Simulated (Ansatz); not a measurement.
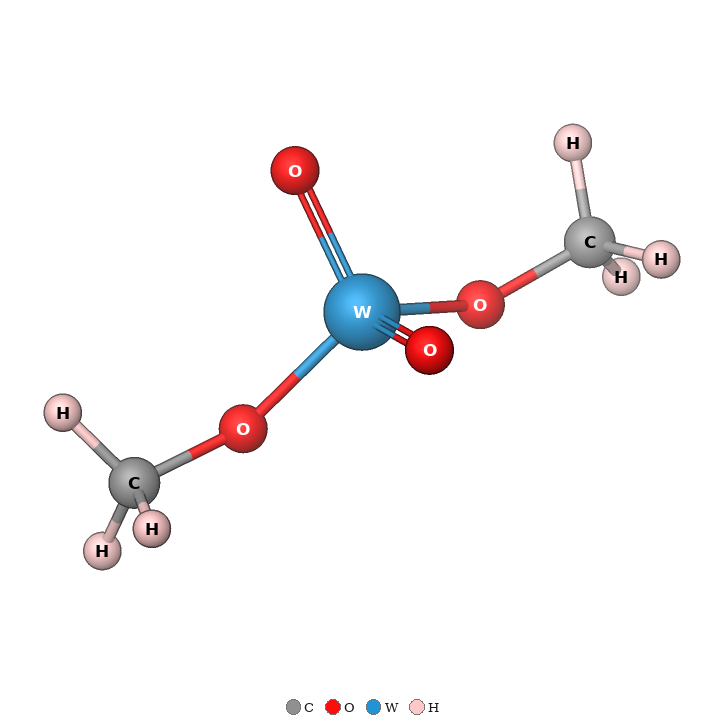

Depth is shown by fading: the farther an atom, the more it takes the colour of the background. The species is neutral and a spin singlet. The computed geometry is a stationary point of PBE0-D4/def2-TZVP, a saddle point of order 1.

List the symmetry elements and name the point group.

Answer. It has 1 C2 axis and 2 mirror planes, so the point group is C2v. The group has 4 operations. The geometry is achiral, and symmetry allows a dipole moment.
